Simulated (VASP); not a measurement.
Band structure of YN (relaxed from the WC structure, space group P-6m2). Method: r2SCAN meta-GGA, VASP's PBE PAW potentials (set 64) (plane waves; VASP 6.6.1).

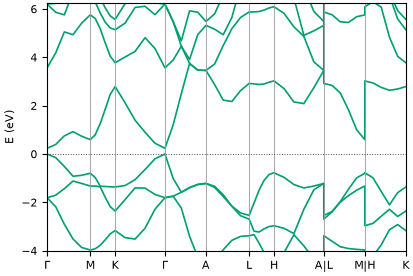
Figure. Bands along high-symmetry lines, zero at the valence-band maximum or, without a gap, the Fermi level

Problem. Read the plot: is there a gap, and where are the band edges?

Solution. The gap is direct, 0.24 eV, from the valence maximum at Γ to the conduction minimum at Γ.

The structure was generated: YN was put into the WC type (P-6m2), which need not be its known phase. It was relaxed first, which changed the volume by +8 %.
